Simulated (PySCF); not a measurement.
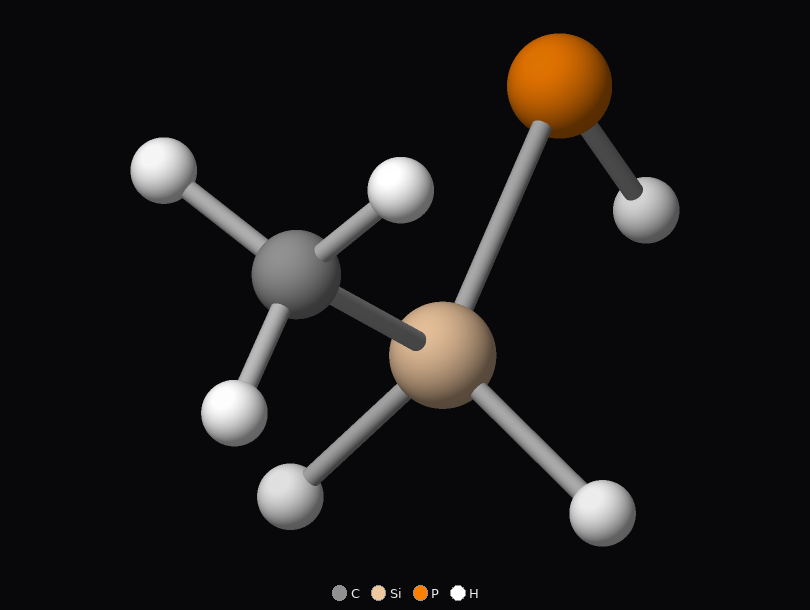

State: charge −1, singlet. Computed geometry: GFN2-xTB optimisation. No frequency run is at hand to confirm it as a minimum.

Give the structural formula.

SMILES: C[SiH2][PH-]

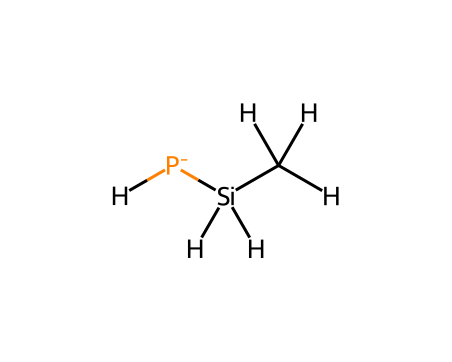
